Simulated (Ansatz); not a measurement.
# C2H10BNOSi: the cost of one run

All numbers below are computed with Ansatz 0.2.0 (RKS CAM-B3LYP-D4/STO-3G).

## 1. The starting structure

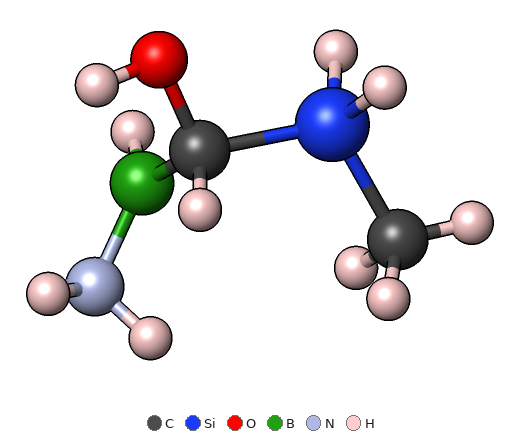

The starting structure, seen from a chosen angle (carbon dark grey, silicon blue, oxygen red, boron green, nitrogen light blue, hydrogen pink).

Coordinates:

```xyz
16

C    -0.1134   -2.2002    0.3584
Si    1.0009   -0.9862   -0.5233
C     0.5913    0.7815   -0.0454
O     1.6468    1.6406   -0.6186
B    -0.8359    1.1584   -0.5585
N    -1.9322    1.5461    0.4505
H    -1.1782   -1.9358    0.0419
H     0.1324   -3.1825    0.0675
H    -0.0622   -2.0077    1.4862
H     2.3873   -1.3032   -0.1083
H     0.8541   -1.1356   -1.9572
H     0.6901    0.8520    1.0959
H     1.5161    2.4996   -0.1055
H    -1.1050    1.1696   -1.6802
H    -1.5845    2.3242    1.0168
H    -2.0306    0.7567    1.1241
```

## 2. Preparing the start

input.yaml reads:

```yaml
crystal:
  periodic: [false, false, false]
  atoms:
    - { symbol: C, position_ang: [-0.1134, -2.2002, 0.3584] }
    - { symbol: Si, position_ang: [1.0009, -0.9862, -0.5233] }
    - { symbol: C, position_ang: [0.5913, 0.7815, -0.0454] }
    - { symbol: O, position_ang: [1.6468, 1.6406, -0.6186] }
    - { symbol: B, position_ang: [-0.8359, 1.1584, -0.5585] }
    - { symbol: "N", position_ang: [-1.9322, 1.5461, 0.4505] }
    - { symbol: H, position_ang: [-1.1782, -1.9358, 0.0419] }
    - { symbol: H, position_ang: [0.1324, -3.1825, 0.0675] }
    - { symbol: H, position_ang: [-0.0622, -2.0077, 1.4862] }
    - { symbol: H, position_ang: [2.3873, -1.3032, -0.1083] }
    - { symbol: H, position_ang: [0.8541, -1.1356, -1.9572] }
    - { symbol: H, position_ang: [0.6901, 0.852, 1.0959] }
    - { symbol: H, position_ang: [1.5161, 2.4996, -0.1055] }
    - { symbol: H, position_ang: [-1.105, 1.1696, -1.6802] }
    - { symbol: H, position_ang: [-1.5845, 2.3242, 1.0168] }
    - { symbol: H, position_ang: [-2.0306, 0.7567, 1.1241] }
basis:
  gaussian: { orbitals: STO-3G }
hamiltonian:
  xc: cam_b3lyp
  dispersion: d4
relax:
  f_tol: 0.02
  max_steps: 40
scf:
  lower_state_search: "off"
```

Command:

```console
$ ansatz run input.yaml --threads 1 --pin off --max-ram 2048MiB --backend cpu --events-out ev --progress --plain --runs-dir out
```

**Question.** How long does this run take on 1 thread of Arm Neoverse V2, shared host, and how much memory does it need?

About 77 s, with a peak of 0.17 GiB.
